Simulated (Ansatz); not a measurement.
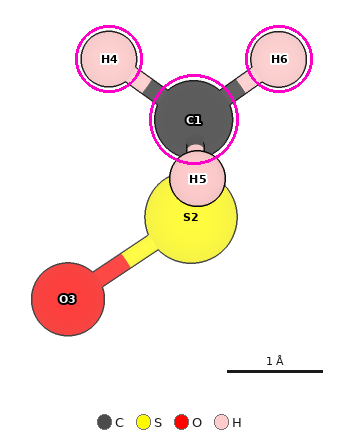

A scan of CH₃OS (charge −1): the H6–C1–H4 angle is varied, with the rest of the molecule carried along rigidly. The picture shows the minimum geometry. The ringed atoms are those of the scanned coordinate. The picture is a ball-and-stick view, seen onto the plane of the angle.

Computed with Ansatz: CCSD(T), r2SCAN-D4, PBE-D4, basis def2-TZVPPD, on geometries moved rigidly from the minimum at PBE0-D4/def2-TZVPD. Coupled cluster with a frozen core. Energies are counted from the PBE0-D4/def2-TZVPD minimum geometry at the same level.

Input
```yaml
crystal:
  periodic: [false, false, false]
  atoms:
    - {symbol: C, position_ang: [-0.294709, 0.355403, -0.283308]}
    - {symbol: S, position_ang: [0.022775, -1.290697, 0.401864]}
    - {symbol: O, position_ang: [1.377726, -1.143962, 1.168750]}
    - {symbol: H, position_ang: [-0.375324, 1.105173, 0.514910]}
    - {symbol: H, position_ang: [0.510437, 0.660023, -0.965036]}
    - {symbol: H, position_ang: [-1.240905, 0.314060, -0.837180]}
basis:
  gaussian: {orbitals: "def2-TZVPPD.json"}
total_charge: -1
correlation: {method: ccsd_t}
```

Q: Predict the energy profile (the angle: 79.2, 86.7, 94.2, 101.7, 109.2, 116.7, 124.2, 131.7, 139.2°).

A: Energies in kJ/mol.

| angle (°) | CCSD(T) | r2SCAN-D4 | PBE-D4 |
| --- | --- | --- | --- |
| 79.2 | 65.6 | 63.7 | 60.9 |
| 86.7 | 36.9 | 35.8 | 34.3 |
| 94.2 | 16.4 | 15.9 | 15.2 |
| 101.7 | 4.1 | 3.9 | 3.8 |
| 109.2 | 0.0 | 0.0 | 0.0 |
| 116.7 | 4.0 | 4.0 | 3.7 |
| 124.2 | 16.1 | 15.6 | 14.6 |
| 131.7 | 35.8 | 34.7 | 32.3 |
| 139.2 | 62.9 | 60.5 | 56.5 |

With CCSD(T): the lowest computed point lies at the angle 109.2° (0.0 kJ/mol). The end points stand at 65.6 kJ/mol (79.2°) and 62.9 kJ/mol (139.2°). The curvature at the lowest point is about 4.9 eV/rad². At 79.2° the levels give PBE-D4 60.9 kJ/mol, r2SCAN-D4 63.7 kJ/mol, CCSD(T) 65.6 kJ/mol. Closest to CCSD(T) there is r2SCAN-D4.
